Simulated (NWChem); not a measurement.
# SiH3F (SMILES F[SiH3]): levels of theory compared

Wanted: a comparison of 6 runs (HF/def2-TZVPP, B3LYP/6-31G*, PBE0/def2-SVP, MP2/def2-TZVPP, CCSD/def2-SVP) of SiH3F. 

Program for the calculation: NWChem 7.3.0.

1 further run of the same task is left out (set aside as unsound or not needed).

## 1. The system as given

The species is SiH3F (5 atoms), meant as a singlet with charge 0. As SMILES, `F[SiH3]`. The coordinates come from a PBE0-D4/def2-TZVP relaxation.

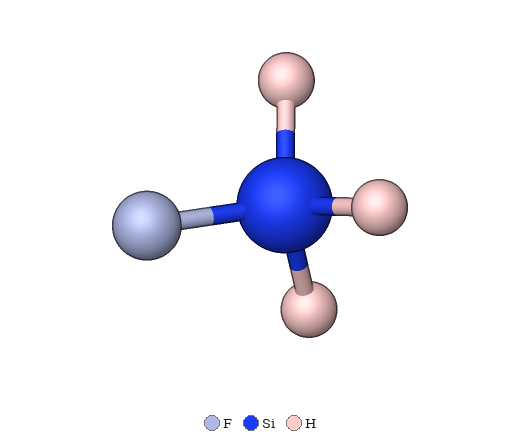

Viewed from a chosen angle; fluorine light blue, silicon blue, hydrogen pink.

## 2. Energy and gradient at HF/def2-TZVPP (run 1)

File fh3si.nw:

```
start fh3si
title "FH3Si"
memory 2200 mb

geometry units au noautosym nocenter noautoz
   F     -2.40864492     0.30764741     1.62138501
   Si     0.08182514    -0.03647171    -0.05801459
   H     -0.69504127    -0.36396125    -2.72819761
   H      1.45244350    -2.30149745     0.85340032
   H      1.66390385     2.25519916     0.23319220
end

basis "ao basis" spherical bse
   * library def2-TZVPP
end

scf
   thresh 1e-08
   maxiter 80
   print medium
end

task scf gradient
```

Run with:

```bash
nwchem fh3si.nw > fh3si.out
```

Log:

```text
[...]
  functions       =   115
[...]
  wavefunction    = RHF
[...]
         Total SCF energy =   -390.232112317195
      One-electron energy =   -667.782195161825
      Two-electron energy =    214.507275550503
 Nuclear repulsion energy =     63.042807294127
        Time for solution =     18.0s
[...]
                         RHF ENERGY GRADIENTS
    atom               coordinates                        gradient
                 x          y          z           x          y          z
   1 F      -2.408645   0.307647   1.621385   -0.013277   0.001833   0.008951
   2 Si      0.081825  -0.036472  -0.058015    0.008679  -0.001185  -0.005808
   3 H      -0.695041  -0.363961  -2.728198   -0.001080  -0.000613  -0.004851
   4 H       1.452444  -2.301497   0.853400    0.002655  -0.003968   0.001391
   5 H       1.663904   2.255199   0.233192    0.003022   0.003933   0.000317
[...]
```

Wall time 26 s (1 thread of Intel Xeon Platinum 8559C (Emerald Rapids), shared host); peak memory 0.12 GiB.

## 3. Energy and gradient at B3LYP/6-31G(d) (spherical functions) (run 2)

File calc.xyz:

```xyz
5
FH3Si
F     -1.274600     0.162800     0.858000
Si     0.043300    -0.019300    -0.030700
H     -0.367800    -0.192600    -1.443700
H      0.768600    -1.217900     0.451600
H      0.880500     1.193400     0.123400
```

File calc.nw:

```
echo
start calc
title "FH3Si"
memory 2200 mb
charge 0
geometry units angstrom noautosym nocenter noautoz
 load calc.xyz
end
basis spherical bse
 * library 6-31G*
end
dft
 xc b3lyp
 grid xfine
 convergence energy 1e-08
 iterations 100
 mulliken
end
task dft gradient
```

Run with:

```bash
nwchem calc.nw > calc.out
```

Log:

```text
[...]
          Wavefunction type:  closed shell.
          No. of atoms     :     5
          No. of electrons :    26
[...]
          Charge           :     0
          Spin multiplicity:     1
[...]
          AO basis - number of functions:    38
[...]
              XC Information
              --------------
                         B3LYP Method XC Potential
                     Hartree-Fock (Exact) Exchange  0.200
                        Slater Exchange Functional  0.800 local
                    Becke 1988 Exchange Functional  0.720 non-local
              Lee-Yang-Parr Correlation Functional  0.810
                  VWN I RPA Correlation Functional  0.190 local
[...]
 d= 0,ls=0.0,diis     1   -391.1347747142 -4.54D+02  2.44D-02  3.63D-01     0.9
[...]
 d= 0,ls=0.0,diis     7   -391.1773752073 -6.95D-09  2.38D-07  6.08D-11     4.9
         Total DFT energy =     -391.177375207314
      One electron energy =     -667.847237333174
           Coulomb energy =      246.215242123048
    Exchange-Corr. energy =      -32.588191787796
 Nuclear repulsion energy =       63.042811790608
[...]
      Total Density - Mulliken Population Analysis
     ---------------------------------------------
    Atom       Charge   Shell Charges
 -----------   ------   -------------------------------------------------------
    1 F    9     9.41   2.00  0.93  3.32  1.03  2.12  0.01
    2 Si  14    13.32   2.00  2.00  5.96  0.96  1.71  0.21  0.24  0.24
    3 H    1     1.09   0.52  0.58
    4 H    1     1.09   0.52  0.58
    5 H    1     1.09   0.52  0.58
[...]
  wavefunction    = closed shell
                         DFT ENERGY GRADIENTS
    atom               coordinates                        gradient
                 x          y          z           x          y          z
   1 F      -2.408645   0.307647   1.621385    0.009327  -0.001291  -0.006292
   2 Si      0.081825  -0.036472  -0.058015   -0.004111   0.000581   0.002817
   3 H      -0.695041  -0.363961  -2.728197   -0.001386   0.000288   0.001659
   4 H       1.452443  -2.301497   0.853400   -0.001890   0.000757   0.000833
   5 H       1.663904   2.255199   0.233192   -0.001940  -0.000336   0.000983
[...]
```

Wall time 7.2 s (1 thread of Intel Xeon Platinum 8559C (Emerald Rapids), shared host); peak memory 0.12 GiB.

Runs 3 to 5 aren't shown in full; the table further down has their settings and results.

## 4. The energy at CCSD/def2-SVP (run 6)

File geom.nw:

```
start geom
title "FH3Si"
memory stack 880 mb heap 220 mb global 1100 mb

geometry units bohr noautosym nocenter noautoz
F     -2.40864492     0.30764741     1.62138501
Si     0.08182514    -0.03647171    -0.05801459
H     -0.69504127    -0.36396125    -2.72819761
H      1.45244350    -2.30149745     0.85340032
H      1.66390385     2.25519916     0.23319220
end

basis spherical bse
* library def2-SVP
end

scf
thresh 1e-08
maxiter 80
end

ccsd
freeze core 6
maxiter 60
end

task ccsd energy
```

Run with:

```bash
nwchem geom.nw > geom.out
```

Log:

```text
[...]
  functions       =    47
[...]
  wavefunction    = RHF
[...]
         Total SCF energy =   -389.991593164791
      One-electron energy =   -667.277917896540
      Two-electron energy =    214.243517437622
 Nuclear repulsion energy =     63.042807294127
        Time for solution =      1.4s
[...]
 Total MP2 energy:           -390.282739537128975
[...]
             energy      energy      error      ampl     ampl      Block
                                                time     time      time
[...]
 Total CCSD energy:           -390.306926701126429
[...]
```

It took 7.2 s on 1 thread of Intel Xeon Platinum 8559C (Emerald Rapids), shared host; peak memory 0.11 GiB.

## 5. All runs side by side

| run | level | iteration cap | module | energy (Eh) | dipole moment (D) | HOMO energy (eV) | LUMO energy (eV) | wall time |
| --- | --- | --- | --- | --- | --- | --- | --- | --- |
| 1 | HF/def2-TZVPP | 80 | scf | -390.232112 | 1.44 | -13.36 | 2.91 | 26 s |
| 2 | B3LYP/6-31G* (spherical functions) | 100 | dft | -391.177375 | 1.28 | -9.37 | 0.13 | 7.2 s |
| 3 | B3LYP/6-31G* (Cartesian functions) | 100 | dft | -391.180295 | 1.29 | -9.37 | 0.08 | 7.8 s |
| 4 | PBE0/def2-SVP | 100 | dft | -390.781662 | 1.33 | – | – | 7.8 s |
| 5 | MP2/def2-TZVPP | 80 | mp2 | -390.614676 | 1.25 | -13.36 | 2.91 | 55 s |
| 6 | CCSD/def2-SVP | 80 | ccsd | -390.306927 | – | -13.38 | 3.88 | 7.2 s |

## 6. Summary of results

| quantity | value |
| --- | --- |
| run 6: total energy | -390.30693 Eh |
| run 6: HOMO energy (Hartree–Fock orbitals) | -13.38 eV |
| run 6: LUMO energy (Hartree–Fock orbitals) | 3.88 eV |
| run 6: HOMO–LUMO gap (Hartree–Fock orbitals) | 17.26 eV |
| run 6: correlation energy (6 core orbitals frozen) | -315.3 mEh |

In words: Over runs 1, 2, 3, 4, 5 the dipole moment (its size) runs from 1.25 D (MP2/def2-TZVPP) to 1.44 D (HF/def2-TZVPP). Over runs 1, 2, 3 the HOMO–LUMO gap runs from 9.45 eV (B3LYP/6-31G*) to 16.27 eV (HF/def2-TZVPP). The two ends differ in method and basis. Totals of different functionals can't be ranked against each other. All runs together took 1.8 min, the longest 55 s.
